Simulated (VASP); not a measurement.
# Ca2TeS: structure and properties in VASP, part 2 of 4

Aim: relax Ca2TeS, then compute properties on the relaxed cell. The cell is invented: it takes the structure of COD entry 9000108, CdS (space group 216 there), with some of its atoms replaced by other elements, volume scaled by an estimate. It may not be a known or stable phase.

VASP 6.6.1, plane waves and PAW; the level of theory is named at each step.

So far, gap on the k-mesh (eV): step 2 (rough relaxation of the start cell) 2.37. The relaxed cell has a = 4.692, c = 23.521 Å (conventional setting).

## Step 3: Full relaxation (PBE)

Level of this step: PBE; plane waves and PAW (Te, Ca_sv, S); invented cell (VASP).

Properties are meant for the cell that this level of theory prefers, so cell and atoms are relaxed first (ISIF = 3) until forces and stress are small; EDIFFG sets the threshold.

INCAR reads:

```
SYSTEM = Ca2TeS
PREC = Accurate
ENCUT = 400
EDIFF = 1E-06
NELM = 100
ISMEAR = 0
SIGMA = 0.05
LREAL = .FALSE.
ALGO = Normal
GGA = PE
NBANDS = 22
LORBIT = 11
LWAVE = .FALSE.
LCHARG = .FALSE.
KPAR = 2
IBRION = 2
NSW = 60
ISIF = 3
EDIFFG = -0.01
```

POSCAR reads:

```
Ca2TeS
1.0
    2.3461659476      1.3545594816      7.8402481989
   -2.3461659476      1.3545594816      7.8402481989
    0.0000000000     -2.7091189631      7.8402481989
Te Ca S
1 2 1
Direct
    0.6215580762      0.6215580762      0.6215580762
    0.4916064041      0.4916064041      0.4916064041
    0.0104143928      0.0104143928      0.0104143928
    0.1264211269      0.1264211269      0.1264211269
```

KPOINTS reads:

```
Automatic mesh
0
Gamma
5 5 5
0 0 0
```

The projector-augmented-wave data sets are Te, Ca_sv and S (PBE family, release 64).

Command:

```sh
$ mpirun -np 2 vasp_std
```

The log of the run:

```text
[... set-up lines as in an earlier step ...]
 entering main loop
       N       E                     dE             d eps       ncg     rms          rms(c)
DAV:   1     0.216370417954E+03    0.21637E+03   -0.12443E+04   868   0.104E+03
DAV:   2    -0.304001818769E+01   -0.21941E+03   -0.21193E+03  1038   0.296E+02
DAV:   3    -0.177321129286E+02   -0.14692E+02   -0.14631E+02  1392   0.627E+01
DAV:   4    -0.184702085553E+02   -0.73810E+00   -0.73649E+00  1298   0.126E+01
DAV:   5    -0.184942626803E+02   -0.24054E-01   -0.24052E-01  1192   0.186E+00    0.659E+00
DAV:   6    -0.176062872744E+02    0.88798E+00   -0.20796E+00  1058   0.483E+00    0.456E+00
DAV:   7    -0.175350118897E+02    0.71275E-01   -0.59004E-01  1216   0.312E+00    0.239E+00
DAV:   8    -0.175554049050E+02   -0.20393E-01   -0.11034E-01  1096   0.192E+00    0.490E-01
DAV:   9    -0.175561789739E+02   -0.77407E-03   -0.11768E-02  1072   0.560E-01    0.318E-01
DAV:  10    -0.175598255539E+02   -0.36466E-02   -0.69665E-03  1106   0.363E-01    0.134E-01
DAV:  11    -0.175606907881E+02   -0.86523E-03   -0.18955E-03   960   0.192E-01    0.614E-02
DAV:  12    -0.175608263476E+02   -0.13556E-03   -0.22896E-04  1064   0.781E-02    0.356E-02
DAV:  13    -0.175608617957E+02   -0.35448E-04   -0.10588E-04   976   0.544E-02    0.117E-02
DAV:  14    -0.175608658999E+02   -0.41042E-05   -0.12503E-05  1168   0.170E-02    0.494E-03
DAV:  15    -0.175608673007E+02   -0.14008E-05   -0.41148E-06   822   0.101E-02    0.167E-03
DAV:  16    -0.175608674906E+02   -0.18982E-06   -0.35027E-07   760   0.328E-03
   1 F= -.17560867E+02 E0= -.17560867E+02  d E =-.175609E+02
 curvature:   0.00 expect dE= 0.000E+00 dE for cont linesearch  0.000E+00
 trial: gam= 0.00000 g(F)=  0.161E-03 g(S)=  0.200E-03 ort = 0.000E+00 (trialstep = 0.100E+01)
 search vector abs. value=  0.361E-03
 bond charge predicted
       N       E                     dE             d eps       ncg     rms          rms(c)
DAV:   1    -0.175617213211E+02   -0.85402E-03   -0.33333E-02   842   0.134E+00    0.144E-01
DAV:   2    -0.175613331338E+02    0.38819E-03   -0.15786E-03  1308   0.283E-01    0.811E-02
DAV:   3    -0.175611513106E+02    0.18182E-03   -0.35167E-04  1274   0.138E-01    0.288E-02
DAV:   4    -0.175611447898E+02    0.65208E-05   -0.96175E-05  1560   0.414E-02    0.154E-02
DAV:   5    -0.175611431140E+02    0.16758E-05   -0.83273E-06  1128   0.177E-02    0.617E-03
DAV:   6    -0.175611419197E+02    0.11943E-05   -0.11676E-06   816   0.698E-03    0.220E-03
DAV:   7    -0.175611417996E+02    0.12007E-06   -0.55111E-07   604   0.488E-03
   2 F= -.17561142E+02 E0= -.17561142E+02  d E =-.274309E-03
[...]
3 F= -.17561248E+02 E0= -.17561248E+02  d E =-.380274E-03
[...]
4 F= -.17561436E+02 E0= -.17561436E+02  d E =-.188042E-03
[...]
5 F= -.17561493E+02 E0= -.17561493E+02  d E =-.245230E-03
[...]
6 F= -.17561540E+02 E0= -.17561540E+02  d E =-.465912E-04
 trial-energy change:   -0.000047  1 .order   -0.000046   -0.000067   -0.000025
 step:   2.3778(harm=  2.3778)  dis= 0.00271  next Energy=   -17.561547 (dE=-0.540E-04)
 bond charge predicted
       N       E                     dE             d eps       ncg     rms          rms(c)
DAV:   1    -0.175615653401E+02   -0.25438E-04   -0.48987E-03   836   0.549E-01    0.422E-02
DAV:   2    -0.175615510072E+02    0.14333E-04   -0.25215E-04  1112   0.124E-01    0.215E-02
DAV:   3    -0.175615411069E+02    0.99003E-05   -0.22509E-05  1032   0.363E-02    0.859E-03
DAV:   4    -0.175615406327E+02    0.47422E-06   -0.12317E-05  1392   0.146E-02    0.493E-03
DAV:   5    -0.175615403150E+02    0.31769E-06   -0.40005E-07   580   0.519E-03
   7 F= -.17561540E+02 E0= -.17561540E+02  d E =-.473197E-04
 curvature:  -1.62 expect dE=-0.420E-04 dE for cont linesearch -0.795E-06
 trial: gam= 0.63108 g(F)=  0.608E-05 g(S)=  0.198E-04 ort =-0.551E-05 (trialstep = 0.165E+01)
 search vector abs. value=  0.436E-04
 reached required accuracy - stopping structural energy minimisation
```

Wall time 3.1 min (2 MPI ranks of Intel Xeon Platinum 8488C (Sapphire Rapids), shared host); peak memory 0.87 GiB.

OUTCAR, selected parts (step 3):

```text
  LATTYP: Found a trigonal (rhomboedric) cell.
 ALAT       =     8.2951080682
 COS(alpha) =     0.8400061264

The static configuration has the point symmetry C_3v.

 Found     19 irreducible k-points:

   dimension x,y,z NGX =    54 NGY =   54 NGZ =   54
   dimension x,y,z NGXF=   108 NGYF=  108 NGZF=  108

   ENCUT  =  400.0 eV  29.40 Ry    5.42 a.u.  13.53 13.53 13.53*2*pi/ulx,y,z

   NELECT =      32.0000    total number of electrons

 E-fermi :   1.3927

 k-point     1 :       0.0000    0.0000    0.0000
  band No.  band energies     occupation
    ...
     12      -0.2448      2.00000
     13      -0.2448      2.00000
     14       0.2170      2.00000
     15       1.0531      2.00000
     16       1.0531      2.00000
     17       3.4293      0.00000
     18       5.2716      0.00000
     19       5.4989      0.00000
     20       5.4989      0.00000
     21       5.5810      0.00000
    ...

 k-point     2 :       0.2000    0.0000    0.0000
  band No.  band energies     occupation
    ...
     12      -0.5490      2.00000
     13      -0.2171      2.00000
     14       0.2409      2.00000
     15       0.4349      2.00000
     16       0.9993      2.00000
     17       4.0580      0.00000
     18       4.8757      0.00000
     19       5.0749      0.00000
     20       5.3646      0.00000
     21       5.5655      0.00000
    ...

  Total       -0.0250339     -0.0250339      0.0197571      0.0000000      0.0000000      0.0000000
  in kB       -0.2676038     -0.2676038      0.2111972      0.0000000      0.0000000      0.0000000
  external PRESSURE =      -0.1080034 kB  Pullay stress =       0.0000000 kB

  energy-cutoff  :      400.00
  volume of cell :      149.88
      direct lattice vectors                 reciprocal lattice vectors
     2.344148407  1.353394654  7.873815027     0.213297076  0.123147129  0.042334413
    -2.344148407  1.353394654  7.873815027    -0.213297076  0.123147129  0.042334413
     0.000000000 -2.706789308  7.873815027     0.000000000 -0.246294259  0.042334413

 POSITION                                       TOTAL-FORCE (eV/Angst)
 -----------------------------------------------------------------------------------
      0.00000      0.00000     14.68626        -0.000000     -0.000000     -0.005333
      0.00000      0.00000     11.62142        -0.000000     -0.000000     -0.000121
      0.00000      0.00000      0.24610        -0.000000     -0.000000     -0.003704
      0.00000      0.00000      2.97303         0.000000      0.000000      0.009159
 -----------------------------------------------------------------------------------
    total drift:                                0.000000      0.000000     -0.000554

  FREE ENERGIE OF THE ION-ELECTRON SYSTEM (eV)
  ---------------------------------------------------
  free  energy   TOTEN  =       -17.5615403150 eV

  energy  without entropy=      -17.5615403150  energy(sigma->0) =      -17.56154031

 total charge
# of ion       s       p       d       tot
------------------------------------------
    1        1.338   2.173   0.004   3.514
    2        2.037   5.843   0.212   8.091
    3        2.047   5.850   0.248   8.144
    4        1.315   2.444   0.000   3.759
--------------------------------------------------
tot          6.736  16.309   0.463  23.508

[... 3 parts as in an earlier step ...]

[... 7 further parts left out ...]
```

CONTCAR:

```
Ca2TeS
   1.00000000000000
     2.3441484067817613    1.3533946540201256    7.8738150273319469
    -2.3441484067817613    1.3533946540201256    7.8738150273319469
     0.0000000000000000   -2.7067893079399097    7.8738150273318723
  Te              Ca              S
     1     2     1
Direct
     0.6217341323060138    0.6217341323060138    0.6217341323060138
     0.4919858784058074    0.4919858784058074    0.4919858784058074
     0.0104183776080439    0.0104183776080439    0.0104183776080439
     0.1258616116801349    0.1258616116801349    0.1258616116801349
```

The steps of the relaxation:

| step | energy less that of the first step (eV) | largest force (eV/Å) | pressure (GPa) | volume (Å³) |
| --- | --- | --- | --- | --- |
| 1 | 0.0000 | 0.0396 | 0.04 | 149.50 |
| 2 | -0.0003 | 0.0403 | 0.00 | 149.71 |
| 3 | -0.0004 | 0.0409 | -0.04 | 149.96 |
| 4 | -0.0006 | 0.0225 | -0.01 | 149.82 |
| 5 | -0.0006 | 0.0208 | 0.02 | 149.70 |
| 6 | -0.0007 | 0.0112 | 0.01 | 149.81 |
| 7 | -0.0007 | 0.0092 | -0.01 | 149.88 |

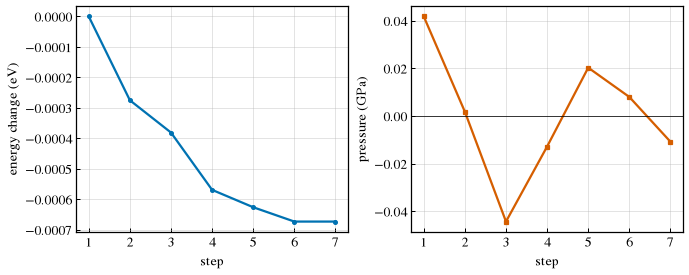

Energy and pressure along the relaxation.

| conventional cell, symmetrised | before | after | change |
| --- | --- | --- | --- |
| a (Å) | 4.692 | 4.688 | -0.1 % |
| b (Å) | 4.692 | 4.688 | -0.1 % |
| c (Å) | 23.521 | 23.621 | +0.4 % |
| volume (Å³/atom) | 37.37 | 37.47 | +0.3 % |

The atoms that moved most (Å, as changes of fractional coordinates times the final cell):

| atom | dx | dy | dz | length |
| --- | --- | --- | --- | --- |
| S4 | 0.000 | 0.000 | -0.013 | 0.013 |
| Ca2 | 0.000 | 0.000 | 0.009 | 0.009 |

The relaxed structure:

```
Te Ca S
1.0
     2.34415    1.35339    7.87382
    -2.34415    1.35339    7.87382
     0.00000   -2.70679    7.87382
Te Ca S
1 2 1
Direct
  0.62173 0.62173 0.62173
  0.49199 0.49199 0.49199
  0.01042 0.01042 0.01042
  0.12586 0.12586 0.12586
```

This step gave:

```
free energy (TOTEN)             : -17.56 eV
Fermi energy                    : 1.393 eV
pressure                        : -0.01080 GPa
SCF cycles over all ionic steps : 54
gap on the k-mesh               : 2.368 eV
least direct gap on the k-mesh  : 2.376 eV
```

It ends with a largest force of 0.009 eV/Å and a pressure of -0.01 GPa.

## Step 4: Single point with fields (PBE)

A single point on the relaxed cell gives a clean self-consistent state, with density, ELF and potential written out.

INCAR, as its differences from that of step 3:

```diff
@@ -13,7 +13,5 @@
 LWAVE = .FALSE.
-LCHARG = .FALSE.
-KPAR = 2
-IBRION = 2
-NSW = 60
-ISIF = 3
-EDIFFG = -0.01
+LCHARG = .TRUE.
+ISIF = 2
+LELF = .TRUE.
+LVHAR = .TRUE.
```

POSCAR reads:

```
Ca2TeS
1.0
    2.3441484068      1.3533946540      7.8738150273
   -2.3441484068      1.3533946540      7.8738150273
    0.0000000000     -2.7067893079      7.8738150273
Te Ca S
1 2 1
Direct
    0.6217341323      0.6217341323      0.6217341323
    0.4919858784      0.4919858784      0.4919858784
    0.0104183776      0.0104183776      0.0104183776
    0.1258616117      0.1258616117      0.1258616117
```

KPOINTS is that of step 3.

Command:

```sh
$ mpirun -np 2 vasp_std
```

The log of the run:

```text
[banner, memory and clock lines left out]
running    2 mpi-ranks, on    1 nodes
 distrk:  each k-point on    2 cores,    1 groups
 distr:  one band on    1 cores,    2 groups

 POSCAR found type information on POSCAR TeCaS
 POSCAR found :  3 types and       4 ions
 LDA part: xc-table for (Slater+PW92), standard interpolation
 POSCAR, INCAR and KPOINTS ok, starting setup
 FFT: planning ... GRIDC
 FFT: planning ... GRID_SOFT
 FFT: planning ... GRID
 WAVECAR not read
 entering main loop
       N       E                     dE             d eps       ncg     rms          rms(c)
DAV:   1     0.219071674213E+03    0.21907E+03   -0.12316E+04   852   0.103E+03
DAV:   2    -0.226608293656E+01   -0.22134E+03   -0.21267E+03  1032   0.297E+02
DAV:   3    -0.175865126486E+02   -0.15320E+02   -0.15234E+02  1376   0.644E+01
DAV:   4    -0.184714161827E+02   -0.88490E+00   -0.88320E+00  1312   0.139E+01
DAV:   5    -0.184961702691E+02   -0.24754E-01   -0.24752E-01  1192   0.192E+00    0.659E+00
DAV:   6    -0.176066210815E+02    0.88955E+00   -0.20752E+00  1064   0.483E+00    0.455E+00
DAV:   7    -0.175355715660E+02    0.71050E-01   -0.59854E-01  1204   0.313E+00    0.240E+00
DAV:   8    -0.175562488033E+02   -0.20677E-01   -0.11413E-01  1088   0.194E+00    0.505E-01
DAV:   9    -0.175568565032E+02   -0.60770E-03   -0.12564E-02  1064   0.573E-01    0.326E-01
DAV:  10    -0.175604799125E+02   -0.36234E-02   -0.71367E-03  1146   0.362E-01    0.138E-01
DAV:  11    -0.175614169135E+02   -0.93700E-03   -0.19657E-03  1004   0.195E-01    0.643E-02
DAV:  12    -0.175615583941E+02   -0.14148E-03   -0.23724E-04  1058   0.789E-02    0.359E-02
DAV:  13    -0.175615998502E+02   -0.41456E-04   -0.11785E-04   990   0.574E-02    0.125E-02
DAV:  14    -0.175616040373E+02   -0.41871E-05   -0.14063E-05  1200   0.177E-02    0.507E-03
DAV:  15    -0.175616054523E+02   -0.14150E-05   -0.43169E-06   846   0.104E-02    0.195E-03
DAV:  16    -0.175616056720E+02   -0.21974E-06   -0.37123E-07   760   0.343E-03
   1 F= -.17561606E+02 E0= -.17561606E+02  d E =-.156882E-22
```

It took 52 s on 2 MPI ranks; peak memory 0.56 GiB.

OUTCAR, selected parts (step 4):

```text
  LATTYP: Found a trigonal (rhomboedric) cell.
 ALAT       =     8.3260838290
 COS(alpha) =     0.8414673776

The static configuration has the point symmetry C_3v.

 Found     19 irreducible k-points:

   ENCUT  =  400.0 eV  29.40 Ry    5.42 a.u.  13.58 13.58 13.58*2*pi/ulx,y,z

   NELECT =      32.0000    total number of electrons

 E-fermi :   1.3996

 k-point     1 :       0.0000    0.0000    0.0000
  band No.  band energies     occupation
    ...
     12      -0.2447      2.00000
     13      -0.2447      2.00000
     14       0.2171      2.00000
     15       1.0532      2.00000
     16       1.0532      2.00000
     17       3.4296      0.00000
     18       5.2717      0.00000
     19       5.4990      0.00000
     20       5.4990      0.00000
     21       5.5810      0.00000
    ...

 k-point     2 :       0.2000   -0.0000   -0.0000
  band No.  band energies     occupation
    ...
     12      -0.5489      2.00000
     13      -0.2170      2.00000
     14       0.2410      2.00000
     15       0.4351      2.00000
     16       0.9995      2.00000
     17       4.0582      0.00000
     18       4.8758      0.00000
     19       5.0750      0.00000
     20       5.3647      0.00000
     21       5.5657      0.00000
    ...

  Total       -0.0302560     -0.0302560      0.0138173      0.0000000      0.0000000      0.0000000
  in kB       -0.3234271     -0.3234271      0.1477025      0.0000000      0.0000000      0.0000000
  external PRESSURE =      -0.1663839 kB  Pullay stress =       0.0000000 kB

 POSITION                                       TOTAL-FORCE (eV/Angst)
 -----------------------------------------------------------------------------------
      0.00000      0.00000     14.68626         0.000000     -0.000000     -0.005281
      0.00000      0.00000     11.62142         0.000000      0.000000      0.000365
      0.00000      0.00000      0.24610         0.000000     -0.000000     -0.003968
      0.00000      0.00000      2.97303         0.000000      0.000000      0.008883
 -----------------------------------------------------------------------------------
    total drift:                               -0.000000      0.000000     -0.000903

  FREE ENERGIE OF THE ION-ELECTRON SYSTEM (eV)
  ---------------------------------------------------
  free  energy   TOTEN  =       -17.5616056720 eV

  energy  without entropy=      -17.5616056720  energy(sigma->0) =      -17.56160567

[... 5 parts as in an earlier step ...]

[... 7 further parts left out ...]
```

This step gave:

```
SCF cycles   : 16
Fermi energy : 1.400 eV
pressure     : -0.01664 GPa
```

Valence electrons inside each PAW sphere by angular momentum. Sphere charges, by row:

| atom | s (e) | p (e) | d (e) | tot (e) |
| --- | --- | --- | --- | --- |
| Te1 | 1.338 | 2.173 | 0.004 | 3.514 |
| Ca2 | 2.037 | 5.843 | 0.212 | 8.091 |
| Ca3 | 2.047 | 5.85 | 0.248 | 8.144 |
| S4 | 1.315 | 2.444 | 0 | 3.759 |

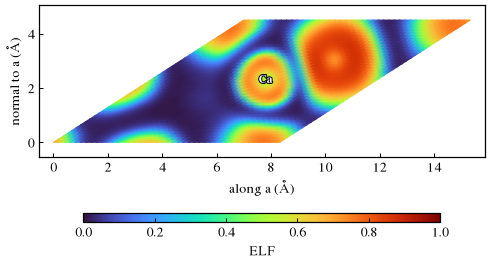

ELF in the ac plane of the cell as run, not the conventional one, at fractional y = 0.010, with atoms of Ca within 0.2 Å of it. It is the smooth field of the valence electrons, not physical close to the nuclei. The map starts off the cell's origin, so that atoms lie inside it.

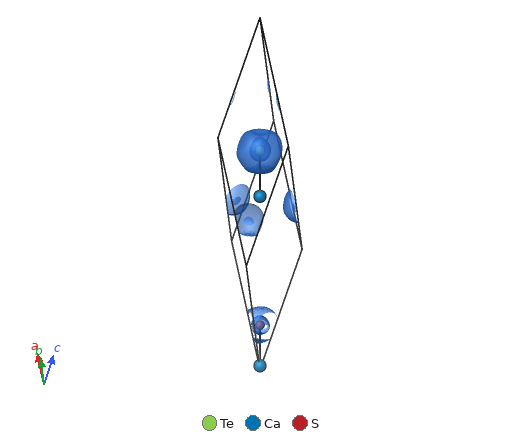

Surface of ELF = 0.81. Drawn on the cell as run, not the conventional one.

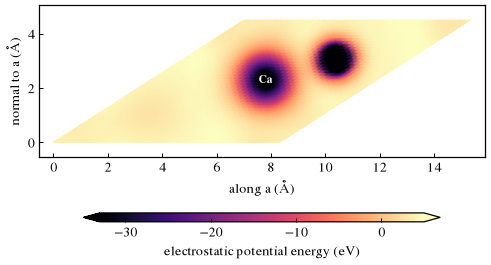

Electrostatic potential energy in the ac plane of the cell as run, not the conventional one, at fractional y = 0.010, with atoms of Ca within 0.2 Å of it. With pseudopotentials it is smooth inside the atoms' cores, unlike the true potential. The map starts off the cell's origin, so that atoms lie inside it.

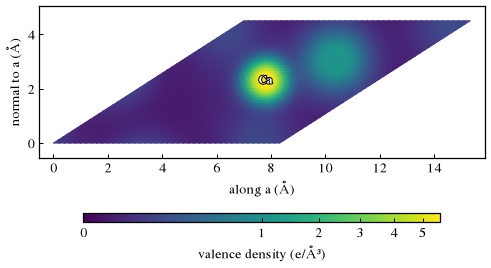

Valence density in the ac plane of the cell as run, not the conventional one, at fractional y = 0.010, with atoms of Ca within 0.2 Å of it. It is the smooth field of the valence electrons, not physical close to the nuclei. The map starts off the cell's origin, so that atoms lie inside it. The colour scale is stretched toward low values.

In this run the pressure is -0.02 GPa, small enough to go on.

(Part 2 of 4 ends here.)

[Lines on the potential files, build, host, timing and source positions are cut from VASP's logs without a mark.]

[Logs are printed without paths, hosts, clocks, repeated set-up lines and the standing remarks that a program may print on its own settings, such as how far it seeks lower states.]

[Hosts, paths, dates, database ids (printed as entryN), source tags and the programs' standing remarks are cut or masked in the printed files.]

[A measured line is paired with the nearest computed mode of its activity, which favours agreement.]
